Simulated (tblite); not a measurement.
## Geometry relaxation, with input and output: C₅H₅BrFSi (part 1 of 2)

C₅H₅BrFSi, multiplicity 2, computed with GFN2-xTB geometry optimisation, gas phase (tblite 0.8.0).

It belongs to a series of runs on one base structure; here: H removed from sp3 C.

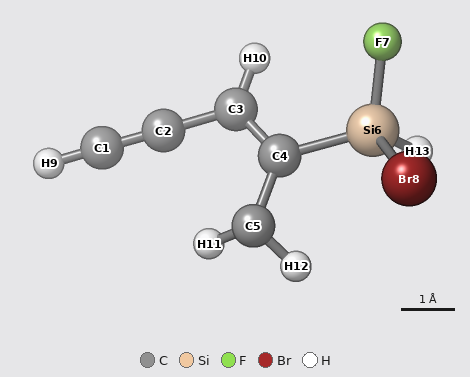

Fig. 1: The structure as given in the input (ball-and-stick view, seen at a tilt; atoms are numbered from 1 in the order of the input).

**Input file**
```
{"job": {"kind": "relax", "xc": "GFN2-xTB", "basis": "xTB"}, "charge": 0, "multiplicity": 2}
C      3.102300     0.414900    -0.330300
C      1.962500     0.514200     0.090900
C      0.633400     0.620400     0.636600
C     -0.336400    -0.026400    -0.028300
C     -0.012300    -0.845500    -1.234300
Si    -2.053000     0.094200     0.632900
F     -2.320800     1.571700     1.437300
Br    -3.400400     0.097900    -1.180500
H      4.096700     0.315900    -0.703100
H      0.409800     1.213500     1.521400
H      1.014100    -1.257800    -1.174100
H     -0.686400    -1.749400    -1.262000
H     -2.413700    -0.963200     1.576000
```

The first line tells a small driver script what to run in tblite; the rest is the geometry in Å.

Launch command:
```bash
OMP_NUM_THREADS=1 python <driver script> task.json out
```

**The program's output**
```
step      E/eV     max force
  0    -645.24292    4.206
  1    -645.75478    2.926
  2    -645.95568    4.653
  3    -646.17180    2.798
  4    -646.29711    0.921
  5    -646.35658    0.611
  6    -646.37673    0.616
  7    -646.40380    0.396
  8    -646.41636    0.262
  9    -646.42629    0.264
 10    -646.43782    0.274
 11    -646.44796    0.229
 12    -646.45486    0.205
 13    -646.45903    0.173
 14    -646.46214    0.140
 15    -646.46474    0.138
 16    -646.46684    0.129
 17    -646.46857    0.110
 18    -646.46989    0.080
 19    -646.47081    0.067
 20    -646.47162    0.091
 21    -646.47262    0.107
 22    -646.47381    0.085
 23    -646.47500    0.088
 24    -646.47606    0.084
 25    -646.47706    0.113
 26    -646.47801    0.117
 27    -646.47875    0.083
 28    -646.47931    0.073
 29    -646.47989    0.073
 30    -646.48068    0.099
 31    -646.48169    0.114
 32    -646.48268    0.086
 33    -646.48341    0.060
 34    -646.48393    0.070
 35    -646.48444    0.059
 36    -646.48499    0.057
 37    -646.48542    0.048
 38    -646.48566    0.032
 39    -646.48579    0.026
 40    -646.48587    0.026
 41    -646.48596    0.028
 42    -646.48610    0.032
 43    -646.48627    0.034
 44    -646.48640    0.026
 45    -646.48647    0.018
 46    -646.48651    0.019
 47    -646.48656    0.018
 48    -646.48662    0.020
 49    -646.48667    0.015
 50    -646.48670    0.012
 51    -646.48672    0.014
 52    -646.48675    0.016
 53    -646.48678    0.013
 54    -646.48681    0.016
 55    -646.48683    0.015
 56    -646.48685    0.016
 57    -646.48688    0.018
 58    -646.48691    0.014
 59    -646.48693    0.010
```

**Trajectory as extended XYZ (Å, eV, eV/Å), 37 of the 60 frames kept, from step=0 to step=59**
```
13
Properties=species:S:1:pos:R:3:forces:R:3 step=0 energy=-645.24292
C     3.1023    0.4149   -0.3303   -0.8770   0.1040   0.3970
C     1.9625    0.5142    0.0909    0.4060   0.4520   0.6800
C     0.6334    0.6204    0.6366    2.4720   0.5410  -0.4000
C    -0.3364   -0.0264   -0.0283   -0.0510  -1.5540  -2.7870
C    -0.0123   -0.8455   -1.2343   -0.6200  -1.5560   3.8580
Si   -2.0530    0.0942    0.6329   -1.4730   1.2130   0.3470
F    -2.3208    1.5717    1.4373    0.3530  -1.7710  -0.9330
Br   -3.4004    0.0979   -1.1805    0.2740   0.0180   0.6740
H     4.0967    0.3159   -0.7031   -0.6250   0.0570   0.1690
H     0.4098    1.2135    1.5214    0.4520  -0.1480  -0.2540
H     1.0141   -1.2578   -1.1741   -0.4670   0.9250  -0.7300
H    -0.6864   -1.7494   -1.2620    0.2210   1.3560  -0.8470
H    -2.4137   -0.9632    1.5760   -0.0660   0.3620  -0.1740
13
Properties=species:S:1:pos:R:3:forces:R:3 step=2 energy=-645.95568
C     3.1094    0.4155   -0.3298   -3.9330   0.4360   1.6080
C     1.9539    0.5383    0.1331    4.4960  -0.0580  -1.1970
C     0.6977    0.6277    0.6048   -1.4140   0.3340   0.3500
C    -0.3286   -0.0618   -0.1002   -0.8740   1.2870   1.9680
C    -0.0286   -0.9152   -1.0810    0.7970  -1.4620   0.2370
Si   -2.0962    0.1348    0.6369    0.7940  -1.1440  -0.9020
F    -2.3074    1.5031    1.4006   -0.0730   0.5230   0.2410
Br   -3.3916    0.0992   -1.1523   -0.1600   0.0510   0.1860
H     4.0633    0.3189   -0.6938    0.8560  -0.0780  -0.3540
H     0.4320    1.2056    1.5059    0.4020  -0.2860  -0.6240
H     0.9980   -1.2176   -1.2069    0.2050   0.4040  -0.4570
H    -0.6889   -1.7018   -1.3030   -1.0130  -0.3340  -0.8920
H    -2.4173   -0.9461    1.5680   -0.0830   0.3270  -0.1660
13
Properties=species:S:1:pos:R:3:forces:R:3 step=3 energy=-646.17180
C     3.0813    0.4192   -0.3170    2.5970  -0.2610  -1.0070
C     1.9912    0.5455    0.1357   -2.1470   0.4510   1.2080
C     0.6925    0.6297    0.5962   -0.2530   0.3400   0.1260
C    -0.3330   -0.0521   -0.0904   -0.5570   0.7540   1.4950
C    -0.0229   -0.9503   -1.0380    0.3980  -0.7720   0.1300
Si   -2.0961    0.1322    0.6266    0.8200  -1.2560  -0.7280
F    -2.3047    1.4905    1.3934   -0.1170   0.7860   0.3720
Br   -3.3914    0.1002   -1.1426   -0.2800   0.0440  -0.0130
H     4.0611    0.3191   -0.6942   -0.1740   0.0400   0.0650
H     0.4428    1.2001    1.4942    0.3120  -0.0930  -0.4110
H     0.9964   -1.2021   -1.2212    0.4690   0.1800  -0.3430
H    -0.7024   -1.6941   -1.3245   -0.9730  -0.4510  -0.7590
H    -2.4193   -0.9376    1.5640   -0.0940   0.2390  -0.1340
13
Properties=species:S:1:pos:R:3:forces:R:3 step=5 energy=-646.35658
C     3.0942    0.4190   -0.3196   -0.1100   0.0500   0.0970
C     1.9932    0.5627    0.1620    0.1280   0.0440  -0.0040
C     0.6896    0.6448    0.5929    0.0490   0.0950  -0.0700
C    -0.3443   -0.0435   -0.0613    0.3830  -0.4400   0.1820
C    -0.0191   -0.9973   -0.9775   -0.1140  -0.4760  -0.1710
Si   -2.0810    0.1044    0.6049    0.0450   0.1110   0.1770
F    -2.3037    1.4918    1.3916    0.0430  -0.1330  -0.1530
Br   -3.4012    0.1024   -1.1349   -0.3110   0.0190  -0.1440
H     4.0617    0.3199   -0.6955    0.2460   0.0100  -0.0610
H     0.4615    1.1978    1.4772    0.0210   0.4120   0.2730
H     1.0117   -1.1820   -1.2459   -0.1620   0.1110  -0.0170
H    -0.7418   -1.6960   -1.3686   -0.0650   0.2360  -0.1560
H    -2.4251   -0.9235    1.5569   -0.1540  -0.0380   0.0450
13
Properties=species:S:1:pos:R:3:forces:R:3 step=7 energy=-646.40380
C     3.0996    0.4217   -0.3169   -0.0760   0.0590   0.0870
C     2.0019    0.5740    0.1744    0.2310  -0.0040  -0.1590
C     0.6922    0.6584    0.5900    0.1520   0.0260   0.1920
C    -0.3266   -0.0727   -0.0430    0.0050  -0.3570   0.1710
C    -0.0226   -1.0425   -0.9514    0.0840   0.0890  -0.2370
Si   -2.0738    0.0993    0.6035   -0.0430  -0.0880  -0.0780
F    -2.3001    1.4826    1.3803    0.0300   0.0750  -0.0500
Br   -3.4230    0.1046   -1.1371   -0.0840   0.0140   0.0680
H     4.0715    0.3216   -0.6975    0.0410   0.0290   0.0340
H     0.4725    1.2206    1.4821   -0.0210   0.2430  -0.0400
H     1.0061   -1.1662   -1.2593   -0.1630  -0.1250  -0.0150
H    -0.7641   -1.6816   -1.3994    0.0030   0.1070  -0.0220
H    -2.4380   -0.9193    1.5566   -0.1600  -0.0690   0.0510
13
Properties=species:S:1:pos:R:3:forces:R:3 step=8 energy=-646.41636
C     3.1031    0.4234   -0.3155    0.0580   0.0440   0.0280
C     2.0058    0.5769    0.1748    0.0920   0.0230  -0.0940
C     0.6950    0.6627    0.5933    0.1120  -0.0950   0.1800
C    -0.3185   -0.0911   -0.0324   -0.0500  -0.1530   0.2070
C    -0.0230   -1.0517   -0.9536    0.0460   0.2470  -0.0750
Si   -2.0714    0.0959    0.6028   -0.0900  -0.1120  -0.0840
F    -2.2985    1.4827    1.3762    0.0460   0.0370  -0.0740
Br   -3.4330    0.1055   -1.1381    0.0090   0.0120   0.1510
H     4.0767    0.3227   -0.6977   -0.0420   0.0350   0.0640
H     0.4744    1.2350    1.4849   -0.0050   0.1320  -0.1950
H     1.0015   -1.1654   -1.2625   -0.0160  -0.1870  -0.0930
H    -0.7706   -1.6757   -1.4081   -0.0110   0.0490  -0.0310
H    -2.4458   -0.9205    1.5581   -0.1500  -0.0320   0.0160
13
Properties=species:S:1:pos:R:3:forces:R:3 step=10 energy=-646.43782
C     3.1128    0.4291   -0.3119    0.1170   0.0300  -0.0110
C     2.0134    0.5828    0.1705   -0.1470   0.0340   0.0630
C     0.7045    0.6600    0.6078   -0.0020  -0.2660   0.0200
C    -0.3055   -0.1265   -0.0009   -0.0330   0.1870   0.0970
C    -0.0238   -1.0502   -0.9645   -0.0250   0.1820   0.1390
Si   -2.0729    0.0846    0.6006   -0.0540  -0.0780   0.0650
F    -2.2927    1.4837    1.3636    0.0720  -0.0760  -0.1260
Br   -3.4489    0.1078   -1.1313    0.0750   0.0060   0.1630
H     4.0851    0.3267   -0.6948   -0.0170   0.0380   0.0440
H     0.4767    1.2671    1.4781    0.0330  -0.0020  -0.2720
H     0.9957   -1.1771   -1.2737    0.0840  -0.1540  -0.1470
H    -0.7806   -1.6631   -1.4225    0.0280   0.0750  -0.0010
H    -2.4681   -0.9243    1.5612   -0.1310   0.0230  -0.0340
13
Properties=species:S:1:pos:R:3:forces:R:3 step=11 energy=-646.44796
C     3.1177    0.4331   -0.3092    0.0700   0.0280   0.0020
C     2.0161    0.5860    0.1682   -0.1530  -0.0070   0.0920
C     0.7104    0.6515    0.6165   -0.0570  -0.2190  -0.0330
C    -0.3013   -0.1394    0.0166   -0.0120   0.2230  -0.0430
C    -0.0240   -1.0436   -0.9676   -0.0140   0.0270   0.1360
Si   -2.0760    0.0771    0.6008    0.0350  -0.0620   0.1320
F    -2.2879    1.4824    1.3542    0.0680  -0.0710  -0.1090
Br   -3.4539    0.1090   -1.1230    0.0510   0.0000   0.1000
H     4.0886    0.3297   -0.6920    0.0290   0.0430   0.0210
H     0.4783    1.2828    1.4670    0.0390  -0.0230  -0.2090
H     0.9939   -1.1877   -1.2827    0.0190  -0.0720  -0.0970
H    -0.7836   -1.6546   -1.4286    0.0500   0.1190   0.0320
H    -2.4826   -0.9259    1.5621   -0.1260   0.0150  -0.0240
13
Properties=species:S:1:pos:R:3:forces:R:3 step=13 energy=-646.45903
C     3.1220    0.4390   -0.3044   -0.0110   0.0220   0.0310
C     2.0173    0.5878    0.1689    0.0040  -0.1060   0.0260
C     0.7156    0.6346    0.6247   -0.0370   0.0070  -0.0410
C    -0.3005   -0.1427    0.0287    0.0010   0.0570  -0.1630
C    -0.0225   -1.0384   -0.9624    0.0260  -0.1330  -0.0270
Si   -2.0775    0.0660    0.6059    0.1090  -0.0480   0.0950
F    -2.2794    1.4783    1.3397    0.0500   0.0380  -0.0140
Br   -3.4557    0.1102   -1.1086   -0.0050  -0.0110  -0.0030
H     4.0922    0.3353   -0.6876    0.0440   0.0600   0.0160
H     0.4820    1.2967    1.4446    0.0000   0.0320  -0.0170
H     0.9903   -1.2006   -1.2962   -0.0560   0.0340   0.0200
H    -0.7841   -1.6384   -1.4333   -0.0090   0.0930   0.0380
H    -2.5041   -0.9272    1.5623   -0.1160  -0.0460   0.0390
13
Properties=species:S:1:pos:R:3:forces:R:3 step=15 energy=-646.46474
C     3.1250    0.4437   -0.2999    0.0010   0.0070   0.0280
C     2.0185    0.5823    0.1727    0.0680  -0.1190  -0.0180
C     0.7165    0.6272    0.6255    0.0210   0.1160  -0.0340
C    -0.2995   -0.1418    0.0250    0.0010  -0.0440  -0.0750
C    -0.0205   -1.0467   -0.9563   -0.0020  -0.0160  -0.0780
Si   -2.0717    0.0566    0.6139   -0.0070  -0.0070   0.0050
F    -2.2708    1.4774    1.3302    0.0550   0.0510   0.0300
Br   -3.4571    0.1101   -1.0999    0.0210  -0.0240   0.0120
H     4.0964    0.3428   -0.6837    0.0120   0.0660   0.0330
H     0.4851    1.3066    1.4305   -0.0320   0.0290   0.0340
H     0.9858   -1.2039   -1.3039    0.0280   0.0160   0.0330
H    -0.7879   -1.6236   -1.4366   -0.0960  -0.0340  -0.0160
H    -2.5242   -0.9302    1.5648   -0.0690  -0.0400   0.0450
13
Properties=species:S:1:pos:R:3:forces:R:3 step=16 energy=-646.46684
C     3.1272    0.4457   -0.2977    0.0190  -0.0010   0.0220
C     2.0197    0.5768    0.1741    0.0470  -0.0860  -0.0090
C     0.7168    0.6271    0.6246    0.0230   0.0970  -0.0470
C    -0.2983   -0.1425    0.0218   -0.0070  -0.0370  -0.0020
C    -0.0200   -1.0507   -0.9566   -0.0270   0.0490  -0.0560
Si   -2.0689    0.0526    0.6178   -0.0580   0.0140  -0.0130
F    -2.2659    1.4785    1.3270    0.0610   0.0160   0.0300
Br   -3.4576    0.1094   -1.0966    0.0370  -0.0290   0.0290
H     4.0989    0.3477   -0.6813    0.0110   0.0610   0.0340
H     0.4854    1.3118    1.4262   -0.0310   0.0020   0.0120
H     0.9848   -1.2048   -1.3060    0.0590  -0.0060   0.0140
H    -0.7920   -1.6184   -1.4382   -0.0990  -0.0750  -0.0360
H    -2.5344   -0.9326    1.5671   -0.0340  -0.0060   0.0220
13
Properties=species:S:1:pos:R:3:forces:R:3 step=18 energy=-646.46989
C     3.1316    0.4482   -0.2937    0.0350  -0.0080   0.0160
C     2.0218    0.5643    0.1753   -0.0100   0.0090   0.0200
C     0.7170    0.6306    0.6202   -0.0140  -0.0060  -0.0620
C    -0.2974   -0.1436    0.0172   -0.0270  -0.0030   0.0630
C    -0.0213   -1.0513   -0.9633   -0.0520   0.0610   0.0020
Si   -2.0678    0.0483    0.6238   -0.0480   0.0250  -0.0090
F    -2.2557    1.4812    1.3251    0.0590  -0.0370   0.0240
Br   -3.4558    0.1066   -1.0912    0.0240  -0.0280   0.0190
H     4.1038    0.3576   -0.6764    0.0280   0.0410   0.0280
H     0.4835    1.3182    1.4210   -0.0010  -0.0370  -0.0420
H     0.9863   -1.2074   -1.3070    0.0010  -0.0120  -0.0120
H    -0.8010   -1.6160   -1.4401   -0.0150  -0.0580  -0.0300
H    -2.5493   -0.9361    1.5713    0.0180   0.0540  -0.0180
13
Properties=species:S:1:pos:R:3:forces:R:3 step=20 energy=-646.47162
C     3.1348    0.4488   -0.2902    0.0150  -0.0040   0.0230
C     2.0230    0.5576    0.1761   -0.0120   0.0450   0.0020
C     0.7163    0.6323    0.6143   -0.0230  -0.0520  -0.0240
C    -0.2997   -0.1440    0.0172   -0.0190  -0.0120   0.0040
C    -0.0251   -1.0469   -0.9690   -0.0330  -0.0270   0.0060
Si   -2.0701    0.0480    0.6262    0.0260   0.0080   0.0000
F    -2.2467    1.4813    1.3271    0.0400  -0.0090   0.0380
Br   -3.4527    0.1031   -1.0879   -0.0210  -0.0180  -0.0270
H     4.1080    0.3656   -0.6719    0.0320   0.0290   0.0300
H     0.4819    1.3181    1.4162    0.0150  -0.0230  -0.0400
H     0.9863   -1.2096   -1.3070   -0.0890   0.0170  -0.0050
H    -0.8054   -1.6192   -1.4415    0.0490   0.0000  -0.0010
H    -2.5550   -0.9347    1.5727    0.0200   0.0460  -0.0050
13
Properties=species:S:1:pos:R:3:forces:R:3 step=21 energy=-646.47262
C     3.1372    0.4492   -0.2873    0.0000   0.0020   0.0270
C     2.0240    0.5555    0.1769   -0.0020   0.0440  -0.0270
C     0.7157    0.6319    0.6101   -0.0070  -0.0550   0.0110
C    -0.3017   -0.1451    0.0180   -0.0060  -0.0220  -0.0400
C    -0.0283   -1.0457   -0.9707   -0.0160  -0.0660  -0.0050
Si   -2.0710    0.0478    0.6272    0.0500   0.0030  -0.0030
F    -2.2399    1.4806    1.3289    0.0260   0.0200   0.0470
Br   -3.4516    0.1005   -1.0862   -0.0410  -0.0120  -0.0470
H     4.1114    0.3713   -0.6681    0.0230   0.0240   0.0380
H     0.4817    1.3177    1.4115    0.0110  -0.0060  -0.0240
H     0.9836   -1.2102   -1.3079   -0.1030   0.0290  -0.0030
H    -0.8071   -1.6208   -1.4433    0.0500   0.0140   0.0110
H    -2.5582   -0.9322    1.5732    0.0140   0.0250   0.0150
13
Properties=species:S:1:pos:R:3:forces:R:3 step=23 energy=-646.47500
C     3.1445    0.4509   -0.2776   -0.0130   0.0160   0.0240
C     2.0267    0.5525    0.1777    0.0020   0.0170  -0.0830
C     0.7146    0.6278    0.6002    0.0350  -0.0410   0.0700
C    -0.3059   -0.1510    0.0182    0.0190  -0.0140  -0.0790
C    -0.0377   -1.0490   -0.9728    0.0190  -0.0720  -0.0180
Si   -2.0707    0.0470    0.6297    0.0250   0.0140  -0.0100
F    -2.2199    1.4795    1.3351   -0.0010   0.0500   0.0450
Br   -3.4523    0.0933   -1.0835   -0.0410   0.0060  -0.0410
H     4.1217    0.3883   -0.6554   -0.0040   0.0130   0.0560
H     0.4826    1.3183    1.3970   -0.0100   0.0180   0.0090
H     0.9716   -1.2096   -1.3125   -0.0180   0.0170  -0.0290
H    -0.8117   -1.6231   -1.4500   -0.0200  -0.0130   0.0100
H    -2.5679   -0.9244    1.5759    0.0080  -0.0120   0.0480
13
Properties=species:S:1:pos:R:3:forces:R:3 step=25 energy=-646.47706
C     3.1511    0.4534   -0.2679    0.0000   0.0270   0.0080
C     2.0277    0.5517    0.1734   -0.0220  -0.0060  -0.0630
C     0.7153    0.6208    0.5955    0.0150  -0.0210   0.0380
C    -0.3077   -0.1566    0.0140    0.0060   0.0140  -0.0190
C    -0.0452   -1.0567   -0.9751    0.0220  -0.0060  -0.0080
Si   -2.0691    0.0479    0.6316   -0.0370   0.0270  -0.0010
F    -2.2024    1.4810    1.3433   -0.0130   0.0070   0.0030
Br   -3.4558    0.0875   -1.0839    0.0020   0.0200   0.0180
H     4.1309    0.4039   -0.6403    0.0030   0.0030   0.0500
H     0.4828    1.3198    1.3851   -0.0160   0.0020   0.0140
H     0.9609   -1.2080   -1.3192    0.0870  -0.0260  -0.0670
H    -0.8177   -1.6266   -1.4555   -0.0710  -0.0470   0.0010
H    -2.5751   -0.9176    1.5812    0.0240   0.0060   0.0260
13
Properties=species:S:1:pos:R:3:forces:R:3 step=26 energy=-646.47801
C     3.1537    0.4551   -0.2635    0.0040   0.0300   0.0030
C     2.0270    0.5512    0.1690   -0.0270  -0.0110  -0.0290
C     0.7158    0.6168    0.5948   -0.0130  -0.0070  -0.0050
C    -0.3085   -0.1580    0.0106   -0.0060   0.0090   0.0120
C    -0.0477   -1.0599   -0.9776    0.0170   0.0160  -0.0020
Si   -2.0691    0.0496    0.6323   -0.0410   0.0210   0.0050
F    -2.1956    1.4825    1.3479   -0.0180  -0.0180  -0.0200
Br   -3.4573    0.0855   -1.0845    0.0170   0.0270   0.0440
H     4.1348    0.4106   -0.6322    0.0150  -0.0010   0.0390
H     0.4821    1.3198    1.3810   -0.0090  -0.0140   0.0110
H     0.9583   -1.2079   -1.3233    0.0850  -0.0390  -0.0700
H    -0.8213   -1.6301   -1.4567   -0.0570  -0.0370   0.0060
H    -2.5765   -0.9146    1.5845    0.0330   0.0240   0.0070
13
Properties=species:S:1:pos:R:3:forces:R:3 step=28 energy=-646.47931
C     3.1568    0.4589   -0.2577   -0.0040   0.0330   0.0010
C     2.0245    0.5495    0.1611   -0.0100  -0.0090   0.0200
C     0.7151    0.6111    0.5933   -0.0390   0.0210  -0.0580
C    -0.3107   -0.1589    0.0053   -0.0070  -0.0270   0.0170
C    -0.0500   -1.0622   -0.9831    0.0080   0.0000  -0.0070
Si   -2.0706    0.0530    0.6335    0.0120  -0.0090   0.0020
F    -2.1879    1.4845    1.3540   -0.0260  -0.0190  -0.0350
Br   -3.4577    0.0843   -1.0834    0.0070   0.0350   0.0450
H     4.1405    0.4192   -0.6192    0.0170  -0.0040   0.0270
H     0.4802    1.3176    1.3766    0.0080  -0.0310   0.0060
H     0.9580   -1.2101   -1.3313   -0.0090  -0.0300  -0.0400
H    -0.8272   -1.6371   -1.4561    0.0130   0.0100   0.0230
H    -2.5754   -0.9094    1.5894    0.0310   0.0280  -0.0010
13
Properties=species:S:1:pos:R:3:forces:R:3 step=30 energy=-646.48068
C     3.1597    0.4660   -0.2514   -0.0160   0.0270   0.0040
C     2.0218    0.5469    0.1550    0.0260   0.0010   0.0270
C     0.7121    0.6079    0.5869   -0.0040   0.0360  -0.0470
C    -0.3133   -0.1630    0.0018    0.0220  -0.0400  -0.0190
C    -0.0515   -1.0650   -0.9886   -0.0020  -0.0310  -0.0200
Si   -2.0711    0.0550    0.6347    0.0690  -0.0350  -0.0070
F    -2.1823    1.4848    1.3562   -0.0270   0.0220  -0.0250
Br   -3.4579    0.0864   -1.0776   -0.0320   0.0380   0.0040
H     4.1476    0.4279   -0.6033   -0.0100  -0.0030   0.0280
H     0.4793    1.3134    1.3720    0.0070  -0.0310   0.0000
H     0.9568   -1.2152   -1.3435   -0.0990  -0.0010   0.0070
H    -0.8327   -1.6427   -1.4543    0.0530   0.0250   0.0210
H    -2.5728   -0.9020    1.5945    0.0130  -0.0070   0.0250
```
